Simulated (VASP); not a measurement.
Band structure of V (bcc). Calculation: vdW-DF-cx, VASP's PBE PAW potentials (set 64) (plane waves; VASP 6.6.1).

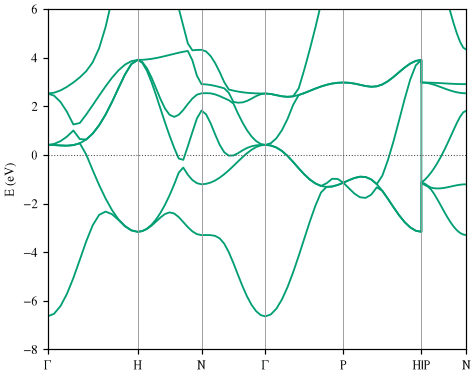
Figure. Bands along high-symmetry lines, zero at the valence-band maximum or, without a gap, the Fermi level

Q: Read the plot: is there a gap, and where are the band edges?

A: It has no gap at this level: it comes out as a metal or semimetal. (Edges off the drawn lines would not show.)

The compound is V in the bcc structure. It was relaxed first, which changed the volume by -7 %. The run is not spin-polarised, so no magnetic state was tried.
